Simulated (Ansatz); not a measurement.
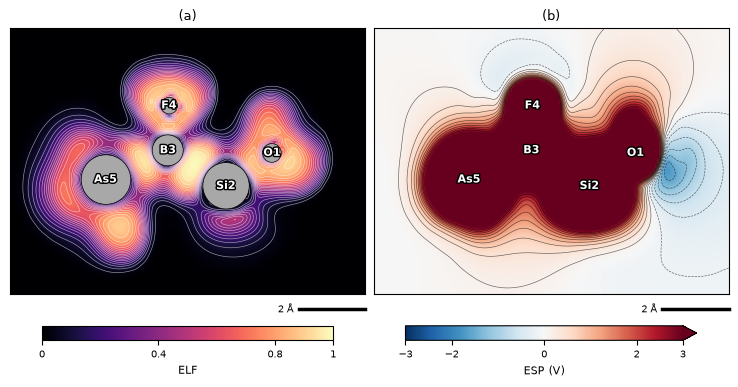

The picture shows: AsBFH5OSi. (a) electron localisation function; (b) molecular electrostatic potential on the plane of atoms Si2, B3 and F4. Grey discs cover the atomic cores in the ELF map.

Theory: RKS revPBE/def2-SVP (Ansatz).

```yaml
atoms:
  - { symbol: O, position_ang: [-2.4830, 0.7847, 0.1819] }
  - { symbol: Si, position_ang: [-1.1924, -0.3126, 0.3057] }
  - { symbol: B, position_ang: [0.6362, 0.5450, -0.0802] }
  - { symbol: F, position_ang: [0.7042, 1.8620, -0.3584] }
  - { symbol: As, position_ang: [2.4275, -0.4707, 0.1100] }
  - { symbol: H, position_ang: [-2.3046, 1.6483, 0.5940] }
  - { symbol: H, position_ang: [-1.1276, -0.9847, 1.6637] }
  - { symbol: H, position_ang: [-1.4771, -1.3910, -0.7042] }
  - { symbol: H, position_ang: [3.0087, 0.0464, -1.2163] }
  - { symbol: H, position_ang: [1.8911, -1.7787, -0.4934] }
```

Describe what can be read from this map.

Atoms in the plane: O, Si, B, F and As. B–F (1.35 Å): the ELF peaks at about 0.85 between the atoms; a polar covalent bond. Si–O (1.70 Å): the ELF peaks at about 0.85 between the atoms, as expected for a shared but strongly polarised pair. Si–B (2.06 Å): the ELF peaks at about 1 between the atoms: a covalent bond. B–As (2.07 Å): the ELF peaks at about 0.95 between the atoms; localised, covalent bonding. The ELF also peaks beside O1 and F4, away from the bonds: lone-pair regions. Outside the dense part of the molecule the potential is most negative (−1.7 V) near O1.
